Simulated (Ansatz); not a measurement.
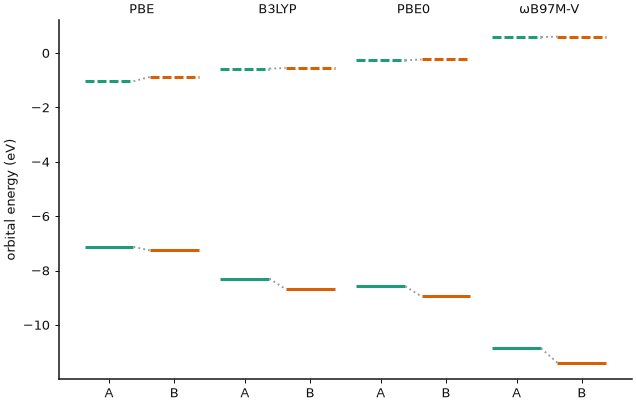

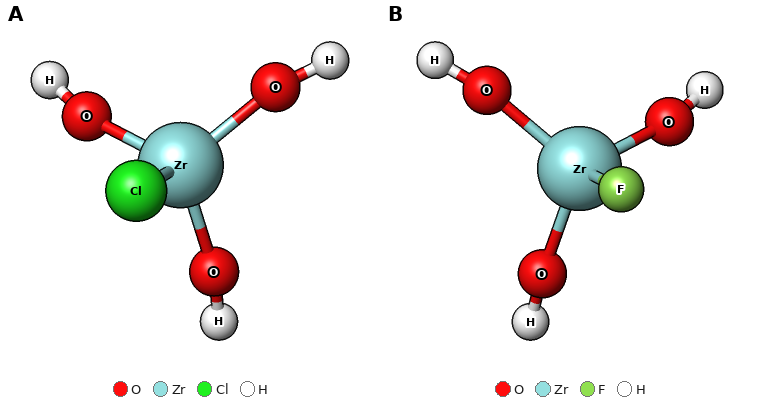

One change: A, ZrH₃O₃Cl (SMILES [OH][Zr]([OH])([OH])[Cl]), becomes B, ZrH₃O₃F (SMILES [OH][Zr]([OH])([OH])[F]). Cl on Zr is replaced by F. HOMO (solid) and LUMO (dashed) computed in def2-TZVPP at PBE0-D4/def2-TZVP geometries, both minima by their frequencies, gas phase, the Ansatz code 0.2.0. Empty levels above zero depend strongly on the basis.

Question: What does the change do to HOMO and LUMO?

Answer: PBE: the HOMO falls by 0.13 eV, the LUMO rises by 0.16 eV, and the separation goes from 6.09 to 6.38 eV. B3LYP: the HOMO falls by 0.39 eV, the LUMO rises by 0.02 eV, and the separation goes from 7.73 to 8.13 eV. PBE0: the HOMO falls by 0.37 eV, the LUMO rises by 0.03 eV, and the separation goes from 8.32 to 8.72 eV. ωB97M-V: the HOMO falls by 0.53 eV, the LUMO rises by 0.02 eV, and the separation goes from 11.45 to 11.99 eV.

Question: Do the functionals agree on the effect?

Answer: They agree on the direction for both levels; the HOMO shift lies between −0.53 and −0.13 eV and the LUMO shift between 0.02 and 0.16 eV, while the separations themselves differ by up to 5.6 eV between functionals.

Caveats: core potentials past krypton.
